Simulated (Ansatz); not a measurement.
# Molecular dynamics, with input and output: H21O10F (part 2 of 2)

Continued. System: H21O10F (disordered cell, 32 atoms in the cell). Method: DFT PBE-D3(BJ), scalar-relativistic, plane waves, PAW, no spin polarisation (Ansatz 0.2.0); cutoff 420 eV, 1×1×1 k-mesh, Fermi–Dirac smearing of 0.05 eV. It belongs to a series of runs on one base structure; here: dynamics from the last frame of the run before.

### Log, continued
```
md step    57: t =    28.50 fs  T =   296.7 K  F+E_penalty+E_count = -6820.94946474 eV  E_kin = 1.227291 eV  (6 SCF iters)
md step    58: t =    29.00 fs  T =   313.6 K  F+E_penalty+E_count = -6820.99249528 eV  E_kin = 1.297168 eV  (6 SCF iters)
md step    59: t =    29.50 fs  T =   329.3 K  F+E_penalty+E_count = -6821.04254448 eV  E_kin = 1.362235 eV  (6 SCF iters)
md step    60: t =    30.00 fs  T =   335.6 K  F+E_penalty+E_count = -6821.09274291 eV  E_kin = 1.388336 eV  (8 SCF iters)
md step    61: t =    30.50 fs  T =   341.5 K  F+E_penalty+E_count = -6821.13510269 eV  E_kin = 1.412593 eV  (6 SCF iters)
md step    62: t =    31.00 fs  T =   345.9 K  F+E_penalty+E_count = -6821.15697973 eV  E_kin = 1.430718 eV  (6 SCF iters)
md step    63: t =    31.50 fs  T =   351.3 K  F+E_penalty+E_count = -6821.14249320 eV  E_kin = 1.453215 eV  (6 SCF iters)
md step    64: t =    32.00 fs  T =   337.1 K  F+E_penalty+E_count = -6821.08842442 eV  E_kin = 1.394234 eV  (6 SCF iters)
md step    65: t =    32.50 fs  T =   307.6 K  F+E_penalty+E_count = -6821.01965665 eV  E_kin = 1.272291 eV  (6 SCF iters)
md step    66: t =    33.00 fs  T =   301.9 K  F+E_penalty+E_count = -6820.98043337 eV  E_kin = 1.248854 eV  (6 SCF iters)
md step    67: t =    33.50 fs  T =   304.0 K  F+E_penalty+E_count = -6821.00616899 eV  E_kin = 1.257585 eV  (6 SCF iters)
md step    68: t =    34.00 fs  T =   334.0 K  F+E_penalty+E_count = -6821.09727189 eV  E_kin = 1.381651 eV  (6 SCF iters)
md step    69: t =    34.50 fs  T =   380.9 K  F+E_penalty+E_count = -6821.20539500 eV  E_kin = 1.575485 eV  (6 SCF iters)
md step    70: t =    35.00 fs  T =   403.8 K  F+E_penalty+E_count = -6821.28935826 eV  E_kin = 1.670159 eV  (8 SCF iters)
md step    71: t =    35.50 fs  T =   418.0 K  F+E_penalty+E_count = -6821.33390040 eV  E_kin = 1.728788 eV  (6 SCF iters)
md step    72: t =    36.00 fs  T =   410.0 K  F+E_penalty+E_count = -6821.33120325 eV  E_kin = 1.695916 eV  (6 SCF iters)
md step    73: t =    36.50 fs  T =   406.0 K  F+E_penalty+E_count = -6821.28207518 eV  E_kin = 1.679454 eV  (6 SCF iters)
md step    74: t =    37.00 fs  T =   380.4 K  F+E_penalty+E_count = -6821.19498595 eV  E_kin = 1.573442 eV  (6 SCF iters)
md step    75: t =    37.50 fs  T =   360.2 K  F+E_penalty+E_count = -6821.09415944 eV  E_kin = 1.490102 eV  (6 SCF iters)
md step    76: t =    38.00 fs  T =   334.7 K  F+E_penalty+E_count = -6821.00747796 eV  E_kin = 1.384415 eV  (6 SCF iters)
md step    77: t =    38.50 fs  T =   325.0 K  F+E_penalty+E_count = -6820.95577472 eV  E_kin = 1.344255 eV  (6 SCF iters)
automatic band count: iteration 1 solves 51 bands in place of 76: the levels show a gap, and the empty bands left out lie too high to hold charge; the band table lists the bands solved (type scf.n_extra_bands for more)
preconditioner: auto → Resta (q_TF=auto, 2.184 Å⁻¹)  ε∞=2.7  [insulator: Δε(μ)=4.161 eV  Ē_g=14.620 eV  σ=0.050 eV  W_gap=1.00  n_scr
[...]
md step   400: t =   200.00 fs  T =   414.5 K  F+E_penalty+E_count = -6821.07225617 eV  E_kin = 1.714347 eV  (8 SCF iters)
```

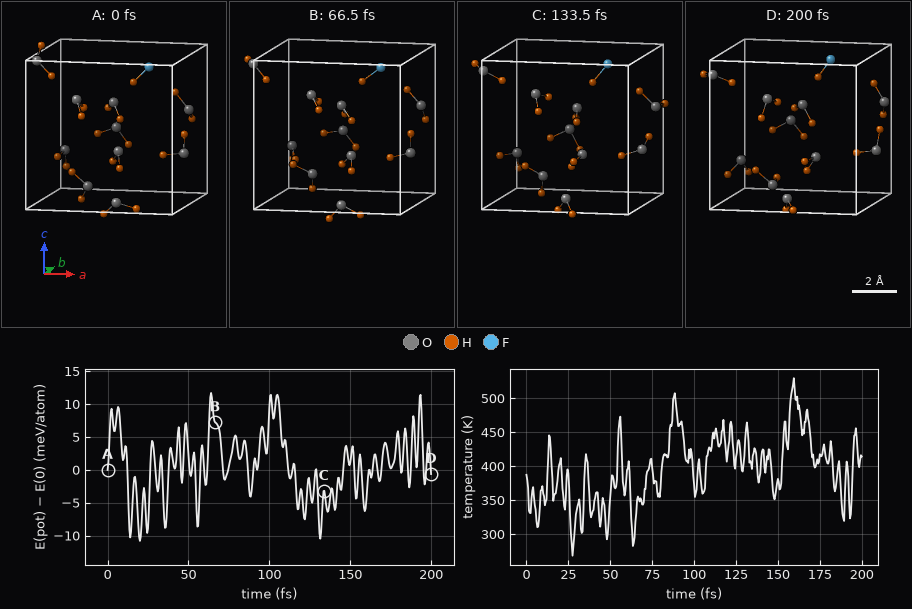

Figure 1. Frames of the molecular dynamics (ball-and-stick, simulation cell, seen slightly off an axis) above the curves, on which the letters mark them. The trajectory kept here has 401 frames over 200 fs. The temperature starts at 388 K, ranges from 268 to 530 K and averages 417 K over the second half. The potential energy ends 0.6 meV/atom below its first value. With the common drift removed, the root-mean-square displacement is 0.83 Å, and H26 has moved furthest (1.72 Å).

```
SCF converged after 8 iterations
Free energy (F): -6821.072256 eV
Harris-Foulkes:  -6821.072256 eV  (|F-HF|=7.80e-10)
Internal energy: -6821.072256 eV  (E = F + TS)
E sigma→0 (E₀):  -6821.072256 eV
Fermi energy:    -0.538925 eV
--- Per-component energies (eV) ---
  E_band       = -879.015310
  E_kinetic    = 2245.595493
  E_local      = -7132.957486  (includes V_loc(G=0)·N_el)
  E_nonlocal   = 591.663193
  E_hartree    = 2567.762788
  E_xc         = -996.699091
  E_vxc        = -1273.982340  (∫ρ·V_xc dr)
  E_paw        = -1799.128975  (= ΣΔE_a)
  E_vpaw       = -444.859713  (= ΣTr[D̂ρ^β])
  E_aug_tail   = 0.001778  (compensation charges beyond the density's cutoff)
  E_ewald      = -2296.289179
  E_disp       = -1.020778  (pairwise vdW)
  E_smearing   = -0.000000  (= −TS)
  E_closure    = 0.000000  (closes the sum)
  Σ components = -6821.072256   (vs F -6821.072256, Δ=0.00e0)
--- Forces (eV/Å), atoms counted from 1 ---
  atom   1  O     -0.27881180    -0.78385069    -0.52965858
  atom   2  H     -0.18370507     0.05446471     0.05786905
  atom   3  H      0.56626735     0.55344115     0.94181938
  atom   4  O      1.54467146    -1.35219048     1.84942985
  atom   5  H     -1.58299925     1.44996805    -2.06367554
  atom   6  H      0.41765454    -0.08916645     0.34197332
  atom   7  O     -0.61272728    -0.89873636    -0.03062595
  atom   8  H      0.12971328     0.61607440    -0.30102486
  atom   9  H      0.56642553     0.71509317     0.95610426
  atom  10  O     -1.52634911    -1.15750551     1.32361783
  atom  11  H      0.10856069     1.22687695    -0.19846314
  atom  12  H      1.19588681     0.14013277    -1.18609614
  atom  13  O      0.11171026     0.77266634    -0.41372012
  atom  14  H     -0.30655387    -0.22575138     0.29912489
  atom  15  H      0.40395171    -0.55148055     0.15735876
  atom  16  O     -0.00825149    -1.55258887     2.49715138
  atom  17  H      0.59190246     0.03791670    -1.46513050
  atom  18  H     -0.77347067     1.34631344    -1.05866877
  atom  19  O      0.28216494     0.09076272     0.96355116
  atom  20  H      0.06079175     0.02632426    -0.87923825
  atom  21  H     -0.36451836     0.01707411    -0.30269971
  atom  22  O      0.28175759    -0.23824649    -0.28353406
  atom  23  H     -0.33803776    -0.12247713     0.48708331
  atom  24  H     -0.07879468     0.08959469    -0.07514251
  atom  25  O     -0.13948424    -0.09683085     1.84188430
  atom  26  H     -0.07175092     0.16812795    -0.54526128
  atom  27  H     -0.23098437     0.17236266    -1.06023252
  atom  28  O     -1.54191497    -0.29853238    -0.67592141
  atom  29  H      0.78977988     0.13413976    -0.82813851
  atom  30  H      0.61207464    -0.24155149     0.39486992
  atom  31  F      0.44647358    -0.15205250     0.36513968
  atom  32  H     -0.07142895     0.14965729    -0.57972577
  max |Σ_I F_I| component: 3.00e-5 eV/Å
--- MD trajectory: 400 steps, t = 0.0 → 200.0 fs ---
  final state: T = 414.5 K   F+E_penalty+E_count = -6821.07225617 eV   E_kin = 1.714347 eV
```

### Trajectory as extended XYZ (Å, eV, eV/Å), 3 of the 401 frames kept, from step=0 to step=400
```
32
Lattice="6.9382 0.0000 0.0000 0.0000 6.9382 0.0000 0.0000 0.0000 6.9382" Properties=species:S:1:pos:R:3:forces:R:3 step=0 time_fs=0.0 energy=-6821.05230 temperature=387.5
O     0.2902   -0.3519    1.8437    0.2846  -1.4797   1.4050
H     0.2475    0.1212    1.0148    0.0569   0.8470  -1.4277
H     0.1624   -1.3100    1.6650   -0.2315   0.4950  -0.1619
O     3.8084    2.4185    2.4969    0.2963   0.6201  -0.1744
H     3.3809    3.1056    1.9275    0.0439  -0.1461  -0.0153
H     4.0284    1.7594    1.8028   -0.0200  -0.6940  -0.2747
O     2.1554    1.0552    5.0392    0.6883   0.3048  -0.7784
H     2.2992    1.8965    4.5543   -0.0512   0.0057   0.3793
H     2.5374    0.4184    4.3740   -0.3390  -0.1374   0.3337
O     2.1332    3.3892    0.6825   -1.3192   1.3779  -1.2627
H     1.6869    3.9724   -0.0174    1.2824  -0.8647   0.9456
H     1.3924    3.3487    1.3206   -0.1378  -0.1583   0.5472
O     0.1809    1.4589    6.7261   -1.5400  -0.2124   0.9863
H     0.2067    2.2261    7.3342    0.3497  -0.3402  -0.7091
H     0.8746    1.4749    6.0407    0.4393   0.0014  -0.0758
O     6.4231    5.4593    4.0909   -0.5863  -1.5574   2.1204
H     5.7774    5.4609    4.8789    0.8794   0.1547  -1.1972
H     6.3873    6.2398    3.5514   -0.3026   1.1007  -0.4478
O     6.6897    3.3744    2.3650   -0.6011  -0.7518  -0.3780
H     6.5739    3.9198    3.1687    0.1852   0.7127   0.3012
H     5.8059    2.9205    2.3262    0.5330   0.3108  -0.1474
O     3.2451    3.8435    4.5504   -0.4483  -1.2353   1.3945
H     3.6849    3.3044    3.8657    0.1160  -0.1175  -0.6636
H     2.8089    4.6008    4.1846   -0.4032   1.1803  -1.3406
O     4.1232    0.6725    7.3006    0.2089  -0.4181   1.5660
H     5.0330    0.8731    7.0260   -0.0660   0.1652  -0.6529
H     3.4502    1.0291    6.7100   -0.0215   0.2918  -0.8464
O     2.8369    6.1011    3.0561    0.2412   0.5118  -1.0636
H     3.3467    6.3708    2.2367   -0.1641  -0.3580   0.9408
H     1.9227    6.2286    2.7141   -0.3351   0.1389  -0.0306
F     4.7348    4.6314    6.1342    0.9780   0.6446   0.7076
H     4.0682    4.3292    5.4486   -0.0160  -0.3925   0.0203
32
Lattice="6.9382 0.0000 0.0000 0.0000 6.9382 0.0000 0.0000 0.0000 6.9382" Properties=species:S:1:pos:R:3:forces:R:3 step=200 time_fs=100.0 energy=-6820.75004 temperature=373.3
O     0.1675   -0.5492    1.8321    0.0888  -1.0012   0.4167
H     0.0684   -0.1929    0.9447   -0.2082   0.8976  -0.8721
H    -0.2843   -1.4137    1.7573    0.2059  -0.0404   0.0723
O     4.0282    2.4502    2.1448    0.4019  -0.2251  -0.5474
H     3.3707    2.8817    1.5080    0.0435  -0.0807   0.9323
H     4.2124    1.6354    1.6332    0.2725  -0.4440   0.2785
O     2.3391    1.1797    5.2320    0.3232  -0.0653  -0.8486
H     2.5117    2.1497    5.3333   -0.0602  -0.8161  -0.7823
H     2.4850    0.8685    4.2707   -0.1699   0.8758   1.5496
O     2.0887    3.4532    1.1079   -0.4180   0.6345  -0.9315
H     2.0726    4.0471    0.3494   -0.1011   0.2419  -0.2370
H     1.1592    3.3417    1.4079   -0.4633  -0.2292   0.3863
O    -0.3436    0.8832    6.2248    1.7211   0.5325  -0.0219
H    -0.5417    1.8416    6.2750   -0.2683  -0.4307   0.1636
H     0.6541    0.9251    6.0401   -1.2306  -0.2228  -0.2361
O     6.8656    5.2129    4.2137    1.5252  -1.8309   0.8185
H     6.2072    5.0422    4.8876   -0.6493  -0.4623   1.2805
H     6.4298    5.8656    3.7288   -0.7841   2.2915  -1.6343
O     6.6029    3.1705    2.3288    0.7958  -0.3667  -1.3434
H     6.6475    3.6195    3.1571    0.6478   1.1820   1.6511
H     5.6509    3.0316    2.2366   -0.9733  -0.5784  -0.6218
O     3.3988    4.1673    4.1749    0.8628  -2.4117  -0.1358
H     3.8393    3.5299    3.5334   -0.7578   0.0148   0.3107
H     3.2698    5.0105    3.6154   -0.5542   0.5172   0.2845
O     4.0076    0.1406    7.2542   -1.4759   1.2366   0.2054
H     4.5130   -0.5952    6.9393    0.8160  -0.9601  -0.8079
H     3.4583    0.4591    6.4693    0.4862  -0.4302   0.6851
O     2.8333    6.1089    2.8677   -2.2119  -0.0346  -0.1869
H     3.3908    5.9956    2.1086    1.0076   0.6103  -1.4107
H     1.9267    5.8620    2.4444    0.8760   0.8164   0.9145
F     4.8808    4.5536    5.9030    0.3083  -0.3116   0.6209
H     4.1924    4.2025    5.1125   -0.0565   1.0911   0.0472
32
Lattice="6.9382 0.0000 0.0000 0.0000 6.9382 0.0000 0.0000 0.0000 6.9382" Properties=species:S:1:pos:R:3:forces:R:3 step=400 time_fs=200.0 energy=-6821.07226 temperature=414.5
O    -0.1648   -0.7547    1.1013   -0.2788  -0.7839  -0.5297
H     0.0152   -0.0228    0.4573   -0.1837   0.0545   0.0579
H    -0.6465   -1.3886    0.5024    0.5663   0.5534   0.9418
O     4.2625    2.4583    1.9292    1.5447  -1.3522   1.8494
H     3.7587    2.8036    1.2237   -1.5830   1.4500  -2.0637
H     3.9553    1.5319    1.8429    0.4177  -0.0892   0.3420
O     2.2473    1.2789    4.7374   -0.6127  -0.8987  -0.0306
H     2.5264    2.1602    4.4716    0.1297   0.6161  -0.3010
H     2.1090    0.6745    3.9238    0.5664   0.7151   0.9561
O     2.0692    3.0638    0.4766   -1.5263  -1.1575   1.3236
H     2.0532    3.9922    0.6884    0.1086   1.2269  -0.1985
H     1.3413    2.7576    1.1745    1.1959   0.1401  -1.1861
O    -0.2242    0.7946    5.8432    0.1117   0.7727  -0.4137
H    -0.8307    1.5470    5.7388   -0.3066  -0.2258   0.2991
H     0.6011    1.1917    5.4479    0.4040  -0.5515   0.1574
O     7.0020    4.5696    4.2866   -0.0083  -1.5526   2.4972
H     6.4577    4.7796    5.1019    0.5919   0.0379  -1.4651
H     6.8045    5.1752    3.6022   -0.7735   1.3463  -1.0587
O     7.1747    2.2448    2.3634    0.2822   0.0908   0.9636
H     7.2755    2.5436    3.3055    0.0608   0.0263  -0.8792
H     6.2161    2.3269    2.2120   -0.3645   0.0171  -0.3027
O     3.2854    3.9396    4.1214    0.2818  -0.2382  -0.2835
H     3.8040    3.6519    3.3164   -0.3380  -0.1225   0.4871
H     2.7190    4.6971    3.8464   -0.0788   0.0896  -0.0751
O     3.5220   -0.1441    7.2769   -0.1395  -0.0968   1.8419
H     3.9838   -0.8911    6.8609   -0.0718   0.1681  -0.5453
H     3.3015    0.5572    6.6674   -0.2310   0.1724  -1.0602
O     2.1615    6.3154    3.0199   -1.5419  -0.2985  -0.6759
H     2.7446    6.4586    2.2663    0.7898   0.1341  -0.8281
H     1.2800    6.3574    2.5310    0.6121  -0.2416   0.3949
F     4.4672    4.5449    6.1757    0.4465  -0.1521   0.3651
H     3.9504    4.2155    5.3841   -0.0714   0.1497  -0.5797
```

### Key numbers

- outcome: finished
- mean temperature over the second half: 417 K
- trajectory: 400 steps, 200 fs
- ensemble: nvt_langevin
- temperature in the input: 400.0 K
- time step: 0.5 fs
- electrons treated: 88
- potential energy (free energy of the electrons) (last step): −6821.0723 eV
- Fermi energy (last step): −0.539 eV
- largest force (length of the vector) (last step): 2.978 eV/Å
- hardware: 1 thread of Intel Xeon (Sapphire Rapids), 16 GiB of memory available, shared host
- wall time: 8.2 min
- peak memory: 0.47 GiB

The input asks for low accuracy. The k-point mesh is coarse for a cell of this size, so the results may not be converged. So short a trajectory is not equilibrated. The logged temperature at the start can lie below the typed one, since it is counted over all degrees of freedom.
